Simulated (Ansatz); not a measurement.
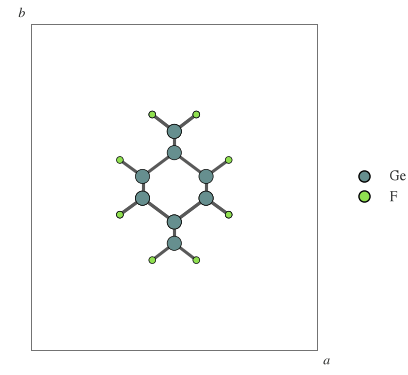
1 relaxed period of a body that repeats along c, seen along c; the cell edge a is 18.0 Å long

The numbers are results of PBE (plane waves to 420 eV, PAW; Ansatz, an electronic-structure program), not measurements. Mesh 1×1×8. No spin polarisation. Periodic along z alone, with about 11 Å of vacuum beside it. A model structure. Symmetry and one short period hold its shape; lower forms weren't sought. Values not marked SOC lack spin–orbit coupling.

Question: What is drawn, and how wide is it?

Answer: Several could match; the one computed here: F-capped Ge nanowire along [110], 8 atoms a period besides the caps. An idealised model, cut from the bulk lattice.
It measures about 10 Å across, from nucleus to nucleus.
